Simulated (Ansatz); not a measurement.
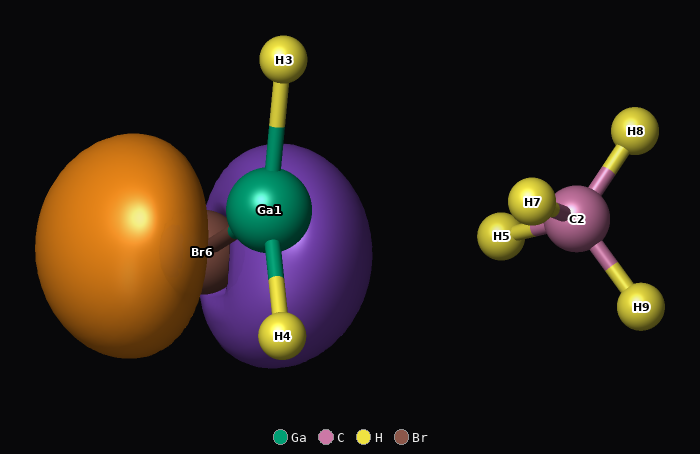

The picture shows: BrGaH₂···CH₄. The HOMO−1 at ±0.15 Å⁻³ᐟ² (orange and purple are the two phases), seen from one side.

The product side of a reaction path; geometry: PBE0-D4/def2-TZVP; a saddle point, not a minimum.

All numbers below come from Ansatz 0.2.0, RKS PBE0-D4/def2-TZVPP.

The calculation's input:

```
crystal:
  periodic: [false, false, false]
  atoms:
    - {symbol: Ga, position_ang: [-1.614805, -0.516754, 0.156401]}
    - {symbol: C, position_ang: [1.264844, 0.603740, -0.168157]}
    - {symbol: H, position_ang: [-1.853242, -0.210290, -1.350722]}
    - {symbol: H, position_ang: [-1.796588, 0.410481, 1.393113]}
    - {symbol: H, position_ang: [1.013375, -0.426473, 0.098832]}
    - {symbol: Br, position_ang: [-1.082880, -2.705225, 0.640925]}
    - {symbol: H, position_ang: [0.376469, 1.230833, -0.271666]}
    - {symbol: H, position_ang: [1.799251, 0.594797, -1.116780]}
    - {symbol: H, position_ang: [1.893576, 1.018892, 0.618053]}
basis:
  gaussian: {orbitals: def2-TZVPP}
hamiltonian: {xc: pbe0, dispersion: d4}
output: {orbitals: {seedname: orbitals}}
```

Launched as:

```sh
ansatz run in.yaml --threads 4 --pin off --events-out ev --progress --plain --max-ram 9574MiB
```

### Where does this orbital lie, and at what energy?

By Hirshfeld shares it lies mainly on Br6 (about 90 %) and Ga1 (about 10 %); largely a lone pair of Br6. Its energy is −8.43 eV.
